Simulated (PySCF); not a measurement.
**Run report: C2H7FSi2, NMR shielding calculation**

The run: NMR shielding calculation of C2H7FSi2. Method and program: GIAO WP04/pcSseg-1 NMR shielding, non-relativistic, IEF-PCM chloroform (PySCF 2.14.0).

The geometry comes from this level: PBE0-D3(BJ)/def2-SVP. Figures and captions count atoms from 1; the log counts them from 0 in places.

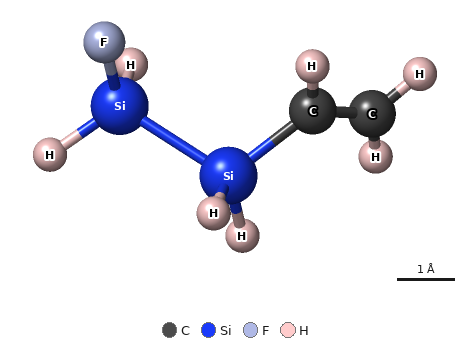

Figure 1. The structure (ball-and-stick view, seen at a tilt).

Summary:

| quantity | value |
| --- | --- |
| outcome | converged |
| total energy | −769.551640 hartree |
| HOMO | −8.72 eV |
| LUMO | −2.57 eV |
| dipole moment | 2.07 D |
| isotropic shielding, C | 28.2 to 37.1 ppm |
| isotropic shielding, Si | 331.0 to 397.4 ppm |
| isotropic shielding, F | 423.8 ppm |
| isotropic shielding, H | 25.4 to 28.2 ppm |
| hardware | 1 CPU thread, shared host |
| wall time | 9.1 s |
| peak memory | 0.73 GiB |

Input:
```
{"job": {"xc": "WP04", "basis": "pcSseg-1", "solvent": "chloroform", "kind": "nmr", "pop": false}, "charge": 0, "multiplicity": 1}
C      2.162135    -0.571009    -0.627212
C      1.078461     0.186342    -0.421355
Si    -0.221822    -0.186355     0.869928
Si    -2.244140    -0.748617    -0.178049
F     -2.728069     0.539623    -1.061503
H      2.371064    -1.460543    -0.022078
H      2.893701    -0.335750    -1.408290
H      0.924260     1.062383    -1.065202
H      0.222069    -1.342781     1.711680
H     -0.462086     0.999334     1.751071
H     -2.074828    -1.903089    -1.111010
H     -3.330377    -1.067007     0.797677
```

The first line tells a small driver script what to run in PySCF; the rest is the geometry in Å.

Run as:
```bash
OMP_NUM_THREADS=1 python <driver script> task.json out
```

Output:
```
coarse grid: 10848 points
cycle   1  E = -769.3590615928  dE =  8.371e-02  |g| = 9.354e-01  |ddm| = 3.100e+00
cycle   2  E = -769.0847934875  dE =  2.743e-01  |g| = 1.584e+00  |ddm| = 1.785e+00
cycle   3  E = -769.5041699077  dE = -4.194e-01  |g| = 1.354e-01  |ddm| = 1.302e+00
cycle   4  E = -769.5068341338  dE = -2.664e-03  |g| = 6.035e-02  |ddm| = 1.429e-01
cycle   5  E = -769.5077698198  dE = -9.357e-04  |g| = 8.230e-03  |ddm| = 5.482e-02
cycle   6  E = -769.5077836736  dE = -1.385e-05  |g| = 1.630e-03  |ddm| = 9.397e-03
cycle   7  E = -769.5077841671  dE = -4.936e-07  |g| = 3.672e-04  |ddm| = 2.080e-03
final grid: 95480 points
cycle   8  E = -769.5516341488  dE = -1.940e-05  |g| = 4.968e-03  |ddm| = 1.717e-02
cycle   9  E = -769.5516313055  dE =  2.843e-06  |g| = 5.885e-03  |ddm| = 9.164e-03
cycle  10  E = -769.5516404058  dE = -9.100e-06  |g| = 5.581e-04  |ddm| = 5.111e-03
cycle  11  E = -769.5516404541  dE = -4.833e-08  |g| = 1.685e-04  |ddm| = 5.465e-04
cycle  12  E = -769.5516404584  dE = -4.253e-09  |g| = 5.942e-05  |ddm| = 1.391e-04
cycle  13  E = -769.5516404591  dE = -7.487e-10  |g| = 2.217e-05  |ddm| = 6.736e-05
```

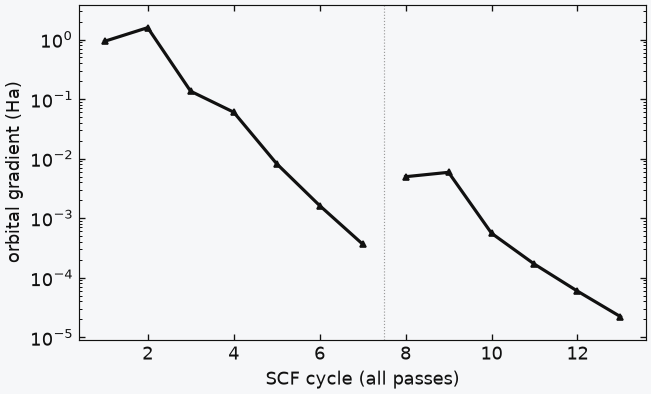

Figure 2. Convergence of the self-consistent field: orbital gradient against the SCF cycle. The dotted line marks the change from a coarse to the final integration grid. The first 7 cycles use a coarse grid, the final grid takes over at cycle 8, and the field converges after 13 cycles in all.

```
converged SCF energy = -769.5516404591

GIAO shielding tensors (ppm)
atom      isotropic    diamagn.    paramagn.     s11        s22        s33       span
  0 C       28.172     254.394    -226.221   -100.609     38.159    146.967    247.575
  1 C       37.112     263.059    -225.946    -82.148     27.864    165.621    247.769
  2 Si     397.393     883.900    -486.507    363.017    392.627    436.534     73.517
  3 Si     331.024     879.195    -548.171    253.473    326.013    413.585    160.112
  4 F      423.753     473.687     -49.934    395.789    419.040    456.430     60.641
  5 H       25.489      31.166      -5.678     21.913     25.074     29.480      7.567
  6 H       25.430      28.940      -3.510     22.241     24.912     29.137      6.895
  7 H       25.472      33.005      -7.533     23.408     24.985     28.024      4.616
  8 H       28.222      30.972      -2.751     25.476     27.069     32.120      6.645
  9 H       27.838      30.310      -2.472     25.300     26.013     32.202      6.901
 10 H       26.855      29.356      -2.502     23.950     25.941     30.673      6.723
 11 H       26.785      27.997      -1.213     23.693     25.776     30.885      7.192
```

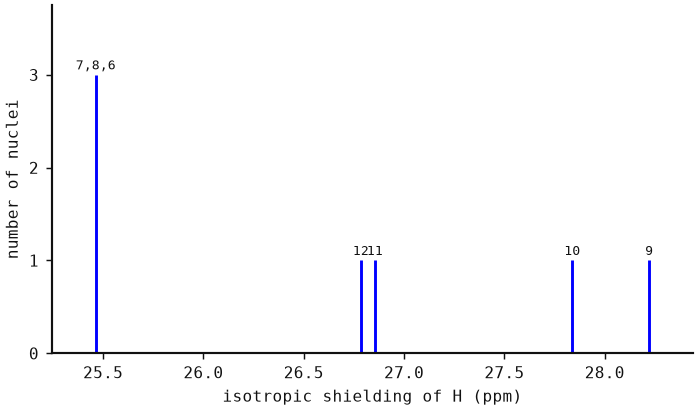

Figure 3. Isotropic shieldings of the hydrogen nuclei in this fixed geometry, labelled by atom number; shielding grows to the right, so chemical shift grows to the left. The least shielded is H7 (25.4 ppm), the most shielded H9 (28.2 ppm).
